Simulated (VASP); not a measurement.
Input

```
ALGO = Normal ; EDIFF = 1E-6
ENCUT = 520 ; GGA = PE
ISIF = 2 ; ISMEAR = 0
LASPH = True ; LCHARG = True
LELF = True ; LREAL = False
LVHAR = True ; LWAVE = False
NBANDS = 18 ; NELM = 100
PREC = Accurate ; SIGMA = 0.1
```

Launched as:

```sh
cat potpaw_PBE.64/Zr_sv/POTCAR potpaw_PBE.64/B/POTCAR > POTCAR
mpirun -np 1 vasp_std > vasp.out
```

Below, planes, directions and counts refer to the conventional cell (a = 3.43 Å, b = 3.43 Å, c = 3.43 Å, α = 90.00°, β = 90.00°, γ = 90.00°).

Space group Pm-3m; a generated structure, not necessarily the stable one.

Computed with Kohn-Sham DFT of a periodic cell, PBE, VASP PAW PBE potentials, recommended (VASP).

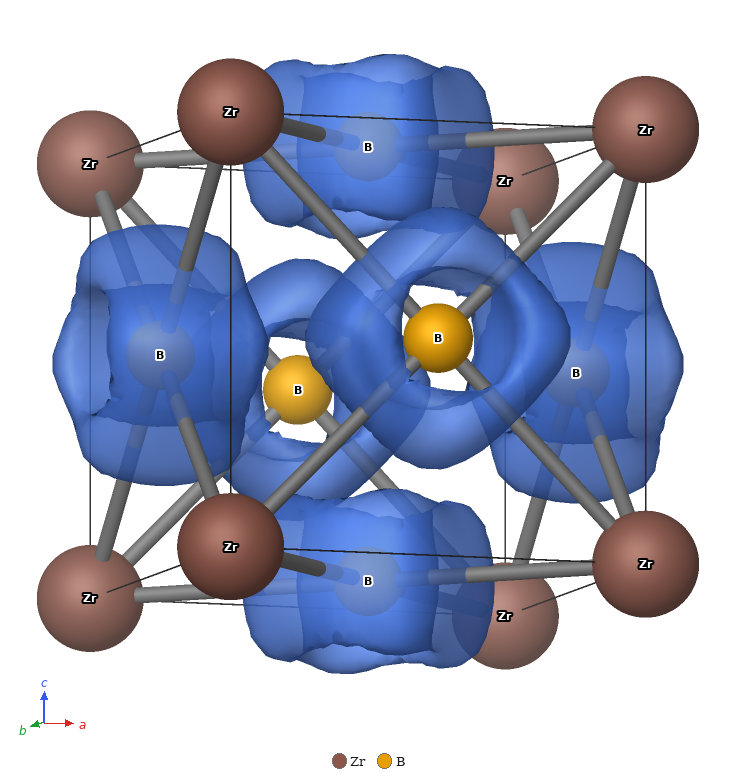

ZrB₃. Isosurface of the electron localisation function at 0.65 (blue), seen at an oblique angle. Core shells and regions of very low density are left out. Sticks mark near contacts.

In a PAW calculation such maps are meaningful between the atoms, not at the nuclei.

**What do the ELF domains correspond to?**

At this value the surface marks out three regions wrapped around B (the valence shell of each), counted in one cell of 4 atoms. Regions shared between cells count once. Along the contacts the grid gives the following. Zr–B (2.42 Å): the ELF peaks at about 0.75 in the valence shell of B, 0.7 Å from its nucleus, and is about 0.20 at the midpoint.
